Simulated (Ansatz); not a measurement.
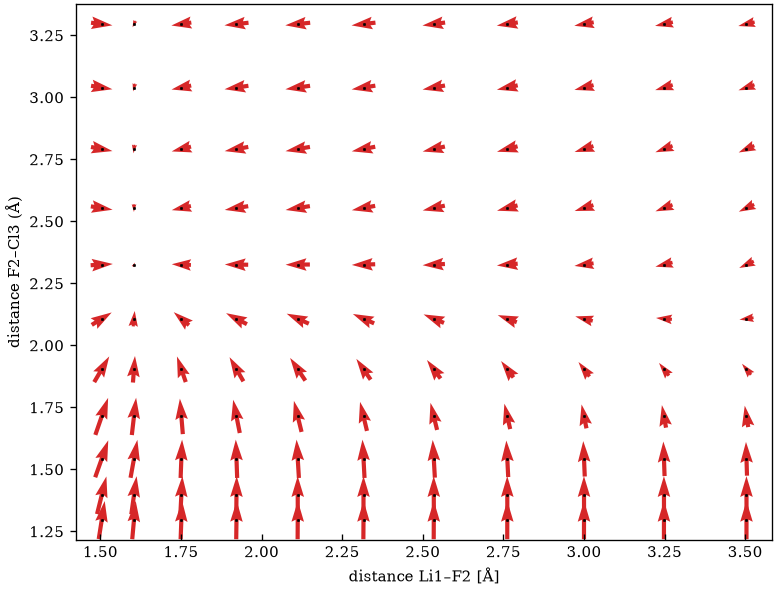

The system Li + FCl, spin multiplicity 2. The first coordinate is: distance Li1–F2; the second: distance F2–Cl3. Nothing is relaxed (the angle Li1–F2–Cl3 is fixed at 180 degrees). The scan uses an 11 × 11 grid. Points are written as (first, second). The calculation used UKS PBE-D4/def2-SVPD (Ansatz).

Drawn: dots at the grid points, arrows along the force (downhill), their lengths compressed.

Q: The arrows alone are given. Where is the energy lowest?

A: The arrows converge at about (1.604 Å, 2.361 Å) (read from the interpolated surface).

The energy map of the same scan:

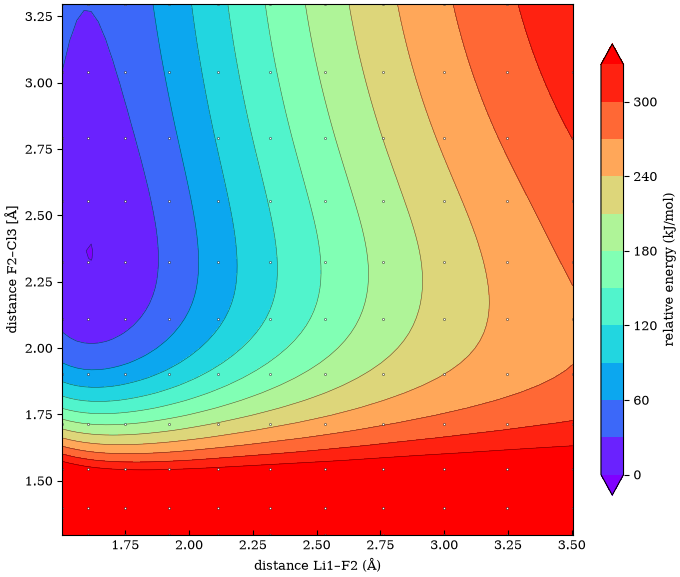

Energies are in kJ/mol, from the lowest grid point; between grid points the surface is interpolated.
